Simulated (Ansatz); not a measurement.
Reaction (SMILES): ClF (F-Cl) → ClF+ (doublet, bonded as ClF) + e-
B3LYP-D3(BJ)/def2-TZVP geometries, fixed; electronic energies without zero-point terms.

Basis-set convergence of the adiabatic ionisation energy at MP2 with Ansatz (a program for electronic structure). All functions are spherical. Cores are frozen. Open shells are unrestricted. No added dispersion term, no relativity. Functions are those of the species that has most. Reference: Hartree-Fock in aug-cc-pV(Q+d)Z plus the correlation part extrapolated as X^-3 from aug-cc-pV(T+d)Z and aug-cc-pV(Q+d)Z, 12.793 eV, itself unsure by roughly 0.029 eV (a third of the extrapolation step and of the last Hartree-Fock step). Deviations are taken from unrounded values.

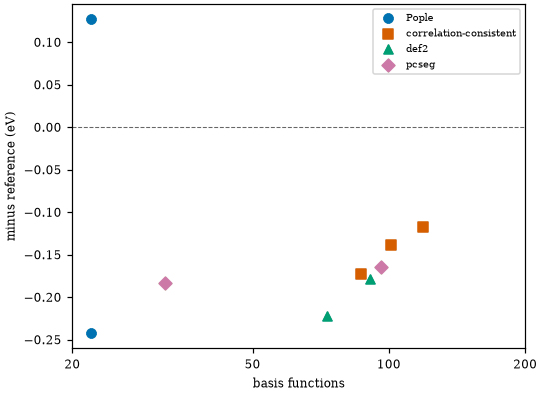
*Deviation from the reference against the number of basis functions, by family of sets.*

```
basis            functions  adiabatic ionisation energy (eV)  minus reference (eV)
---------------  ---------  --------------------------------  --------------------
3-21G                   22                            12.551                -0.242
6-31G                   22                            12.919                 0.127
pcseg-1                 32                            12.610                -0.183
def2-TZVPP              73                            12.571                -0.222
jun-cc-pV(T+d)Z         87                            12.620                -0.172
def2-TZVPPD             91                            12.614                -0.179
aug-pcseg-2             96                            12.629                -0.164
aug-cc-pV(T+d)Z        101                            12.654                -0.139
cc-pV(Q+d)Z            119                            12.675                -0.118
```
